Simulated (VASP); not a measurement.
Band structure of NiN (relaxed from the NiAs type structure, space group P6_3/mmc). Calculation: PBE GGA, VASP's PBE PAW potentials (set 64) (plane waves; VASP).

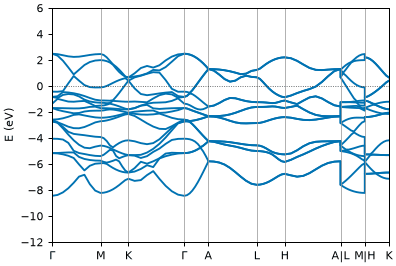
Figure. Bands along high-symmetry lines, zero at the valence-band maximum or, without a gap, the Fermi level

Question: Read the plot: is there a gap, and where are the band edges?

Answer: It has no gap at this level: it comes out as a metal or semimetal. (Edges off the drawn lines would not show.)

The structure was generated: NiN was put into the NiAs type type (P6_3/mmc), which need not be its known phase. It was relaxed first, which changed the volume by -8 %. The run is not spin-polarised, so no magnetic state was tried.
